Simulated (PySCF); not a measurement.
| atom | x (Å) | y (Å) | z (Å) |
| --- | --- | --- | --- |
| C | -0.9326 | -1.3002 | -0.0299 |
| C | -0.6279 | -0.0094 | -0.0054 |
| C | -1.6516 | 1.0578 | -0.2468 |
| C | 0.7410 | 0.4991 | 0.2667 |
| C | 1.9345 | -0.1579 | -0.3313 |
| N | 1.6882 | -0.2316 | 1.0851 |
| H | -0.2043 | -2.0772 | 0.1388 |
| H | -1.9353 | -1.6383 | -0.2243 |
| H | -1.3371 | 1.6995 | -1.0691 |
| H | -1.7595 | 1.6809 | 0.6405 |
| H | -2.6168 | 0.6220 | -0.4889 |
| H | 0.7975 | 1.5733 | 0.4121 |
| H | 2.7816 | 0.4530 | -0.6138 |
| H | 1.7819 | -1.0317 | -0.9541 |
| H | 1.3360 | -1.1315 | 1.3986 |

Geometry: GFN2-xTB.

These are results of PySCF, PBE0/pcSseg-1, SCF density, gas phase, non-relativistic, not measurements.

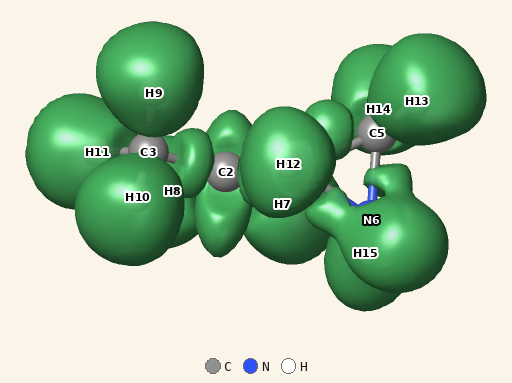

C5H9N. Isosurface of the ELF at 0.75 (green), seen from one side. Only the valence region is drawn (cores and ρ < 0.01 e/Å³ removed).

What do the ELF domains correspond to?

Answer. The ELF exceeds this value in four regions between bonded C–C atoms (shared pairs), eight regions around hydrogen nuclei and one joined region spread over several atoms (H, N), in which their bonds and any lone pairs are merged. Profiles from the grid: C–C (1.33 Å): the ELF peaks at about 0.95 between the atoms: a short, multiple covalent bond. C–N (1.44 Å): the ELF peaks at about 0.85 between the atoms, as expected for localised, covalent bonding.
